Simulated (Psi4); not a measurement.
**UOMP2/6-31G(d) (density fitting for correlation, spherical functions) run of CH3Cl2Si (SMILES [CH2][SiH](Cl)Cl)**

What is the vertical ionisation energy of CH3Cl2Si at UOMP2/6-31G* (density fitting for correlation, spherical functions)? 

The results are computed with Psi4 1.11.

5 further runs of the same task are left out: 2 that didn't finish, 3 set aside as unsound or not needed.

### 1 Starting point

CH3Cl2Si has 7 atoms, charge 0, and is taken as a doublet. SMILES: `[CH2][SiH](Cl)Cl`. The coordinates come from a PBE0-D4/def2-TZVP relaxation. This is one conformer, not always the lowest.

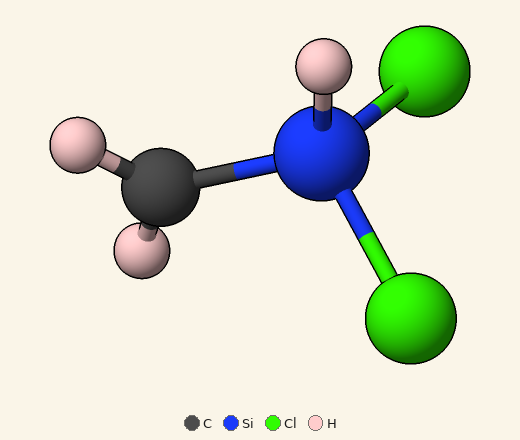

The structure, seen from a chosen angle (carbon dark grey, silicon blue, chlorine green, hydrogen pink).

### 2 The energy at UOMP2/6-31G(d) (density fitting for correlation, spherical functions)

Input file job.py:

```python
import psi4

psi4.set_memory('2200 MB')
psi4.set_num_threads(1)
psi4.set_output_file('run.log', False)

m = psi4.geometry("""
0 2
C     -0.692700     0.892600     0.197500
Si     0.466300    -0.499500    -0.003900
Cl     1.593800    -0.235400    -1.694300
Cl    -0.574000    -2.252500    -0.209200
H     -1.447700     1.127200    -0.545500
H     -0.668800     1.540600     1.067500
H      1.384500    -0.641000     1.142000
units angstrom
symmetry c1
no_reorient
no_com
""")

options = {'basis': '6-31G*', 'reference': 'uhf', 'puream': True, 'e_convergence': 1e-09, 'd_convergence': 1e-08, 'scf_type': 'pk', 'num_frozen_docc': 16, 'maxiter': 100}
psi4.set_options(options)

e, wfn = psi4.energy('omp2', molecule=m, return_wfn=True)
print(f'total energy {e:.8f} hartree = {e * 27.211386:.5f} eV')
for k, v in sorted(psi4.core.scalar_variables().items()):
    print(f'{k:45s} {v:18.10f}')
```

On the command line:

```console
$ python job.py
```

run.log:

```text
[...]
  Running in c1 symmetry.
[...]
  Nuclear repulsion =  261.789143782980091
[...]
  Multiplicity = 2
[...]
  Nalpha       = 29
  Nbeta        = 28
[...]
    Number of basis functions: 74
[...]
   @UHF iter   1: -1247.50794054549169   -5.04512e-01   3.28837e-03 ADIIS/DIIS
[...]
   @UHF iter  13: -1247.55962798370251   -4.09273e-12   6.26354e-09 DIIS
[...]
   @S^2 Observed:                7.599526468E-01
[...]
    Orbital Energies [Eh]
    ---------------------
    Alpha Occupied:
       1A   -104.816288     2A   -104.816192     3A    -68.853555
       4A    -11.262331     5A    -10.558513     6A    -10.558417
       7A     -8.026799     8A     -8.026720     9A     -8.024149
      10A     -8.024051    11A     -8.023931    12A     -8.023833
      13A     -6.208287    14A     -4.315383    15A     -4.314255
      16A     -4.312553    17A     -1.127655    18A     -1.095547
      19A     -0.979447    20A     -0.713207    21A     -0.622058
      22A     -0.562196    23A     -0.560593    24A     -0.549729
      25A     -0.482978    26A     -0.481383    27A     -0.461910
      28A     -0.458265    29A     -0.413688
    Alpha Virtual:
[...]
  @UHF Final Energy: -1247.55962798370251
   => Energetics <=
    Nuclear Repulsion Energy =            261.7891437829800907
    One-Electron Energy =               -2245.9445183943730626
    Two-Electron Energy =                 736.5957466276904597
    Total Energy =                      -1247.5596279837025122
  UHF NO Occupations:
  HONO-2 :   27  A 1.9991270
  HONO-1 :   28  A 1.9967419
[...]
 Multipole Moments:
 ------------------------------------------------------------------------------------
     Multipole            Electronic (a.u.)      Nuclear  (a.u.)        Total (a.u.)
 ------------------------------------------------------------------------------------
 L = 1.  Multiply by 2.5417464519 to convert [e a0] to [Debye]
 Dipole X            :        -36.1329551           35.8605768           -0.2723783
 Dipole Y            :         79.9611744          -79.1887843            0.7723901
 Dipole Z            :         56.5214071          -55.8699419            0.6514652
 Magnitude           :                                                    1.0465100
[...]
	Warning: cc_lambda option is changed to TRUE
	For this residual convergence, default PCG convergence is:     1.00e-07
[...]
	DF-SCS-MP2 Total Energy (a.u.)     : -1247.98296127665253
	DF-SOS-MP2 Total Energy (a.u.)     : -1247.97885854387027
[...]
	DF-SCS-OMP2 Total Energy (a.u.)    : -1247.98739866890492
	DF-SOS-OMP2 Total Energy (a.u.)    : -1247.95014027406273
	DF-SCS(N)-OMP2 Total Energy (a.u.) : -1247.75227594640819
[...]
	DF-OMP2 Total Energy (a.u.)        : -1247.99615068318781
[...]
```

It took 65 s on 1 thread of Intel Xeon Platinum 8259CL at 2.50GHz (Skylake/Cascade Lake), shared host; peak memory 0.28 GiB.

### 3 The singlet cation

Input file run_ase.py:

```python
import numpy as np
from ase.calculators.psi4 import Psi4
from ase import Atoms

mol = Atoms(['C', 'Si', 'Cl', 'Cl', 'H', 'H', 'H'], positions=[
    [-0.692700, 0.892600, 0.197500],
    [0.466300, -0.499500, -0.003900],
    [1.593800, -0.235400, -1.694300],
    [-0.574000, -2.252500, -0.209200],
    [-1.447700, 1.127200, -0.545500],
    [-0.668800, 1.540600, 1.067500],
    [1.384500, -0.641000, 1.142000],
])
calc = Psi4(atoms=mol, method='omp2', basis='6-31G*', memory='2200MB', num_threads=1, charge=1, multiplicity=1, label='ch3cl2si')
calc.psi4.set_options({'puream': True, 'e_convergence': 1e-09, 'd_convergence': 1e-08, 'scf_type': 'pk', 'num_frozen_docc': 16})
mol.calc = calc

print(f'energy: {mol.get_potential_energy():.6f} eV')
```

On the command line:

```console
$ python run_ase.py
```

ch3cl2si.dat:

```text
[...]
  Running in c1 symmetry.
[...]
  Nuclear repulsion =  261.789143782980091
[...]
  Multiplicity = 1
[...]
  Nalpha       = 28
  Nbeta        = 28
[...]
    Number of basis functions: 74
[...]
   @RHF iter   1: -1247.13053515609272   -1.27107e-01   4.10926e-03 DIIS/ADIIS
[...]
   @RHF iter  13: -1247.20741274857073   -1.36424e-12   3.30410e-09 DIIS
[...]
    Orbital Energies [Eh]
    ---------------------
    Doubly Occupied:
       1A   -105.005803     2A   -105.005282     3A    -69.066206
       4A    -11.644766     5A    -10.746519     6A    -10.746027
       7A     -8.214549     8A     -8.214056     9A     -8.211754
      10A     -8.211505    11A     -8.211266    12A     -8.211021
      13A     -6.423392    14A     -4.529784    15A     -4.529547
      16A     -4.527764    17A     -1.317202    18A     -1.276667
      19A     -1.253027    20A     -0.956468    21A     -0.939815
      22A     -0.807780    23A     -0.740914    24A     -0.735818
      25A     -0.664920    26A     -0.654462    27A     -0.644008
      28A     -0.637259
[...]
  @RHF Final Energy: -1247.20741274857073
   => Energetics <=
    Nuclear Repulsion Energy =            261.7891437829800907
    One-Electron Energy =               -2233.7379472025131690
    Two-Electron Energy =                 724.7413906709623461
    Total Energy =                      -1247.2074127485707322
[...]
 Multipole Moments:
 ------------------------------------------------------------------------------------
     Multipole            Electronic (a.u.)      Nuclear  (a.u.)        Total (a.u.)
 ------------------------------------------------------------------------------------
 L = 1.  Multiply by 2.5417464519 to convert [e a0] to [Debye]
 Dipole X            :          0.3657437           -1.9619314           -1.5961878
 Dipole Y            :         -2.0238006            4.9504236            2.9266231
 Dipole Z            :         -2.2197743            3.8587550            1.6389807
 Magnitude           :                                                    3.7147269
[...]
	Warning: cc_lambda option is changed to TRUE
	For this residual convergence, default PCG convergence is:     1.00e-07
[...]
	DF-MP2 Total Energy (a.u.)         : -1247.62996444590226
[...]
	DF-MP2 Total Energy (a.u.)         : -1247.64043209097895
[...]
	DF-OMP2 Total Energy (a.u.)        : -1247.64043209102920
[...]
```

Standard output:

```text
energy: -33950.025417 eV
```

Run time: 27 s. Hardware: 1 thread of Intel Xeon Platinum 8259CL at 2.50GHz (Skylake/Cascade Lake), shared host; peak memory 0.29 GiB.

### 4 Summary of results

Level: UOMP2/6-31G* (density fitting for correlation, spherical functions), 16 core orbitals frozen.

| quantity | value |
| --- | --- |
| doublet CH3Cl2Si: total energy | -1247.99615 Eh |
| doublet CH3Cl2Si: HOMO energy (Hartree–Fock orbitals) (highest over α and β) | -11.26 eV |
| doublet CH3Cl2Si: LUMO energy (Hartree–Fock orbitals) (lowest over α and β) | 1.56 eV |
| doublet CH3Cl2Si: correlation energy (16 core orbitals frozen) | -436.5 mEh |
| doublet CH3Cl2Si: ⟨S²⟩ of the reference determinant | 0.760 |
| singlet cation: total energy | -1247.64043 Eh |
| singlet cation: HOMO energy (Hartree–Fock orbitals) | -17.34 eV |
| singlet cation: LUMO energy (Hartree–Fock orbitals) | -7.94 eV |
| singlet cation: HOMO–LUMO gap (Hartree–Fock orbitals) | 9.40 eV |
| singlet cation: correlation energy (16 core orbitals frozen) | -433.0 mEh |
| vertical ionisation energy (to the singlet cation) | 9.680 eV |

**Reading.** The vertical ionisation energy comes to 9.68 eV (223 kcal/mol). Only the singlet of the ionised species was computed; a triplet could lie lower.
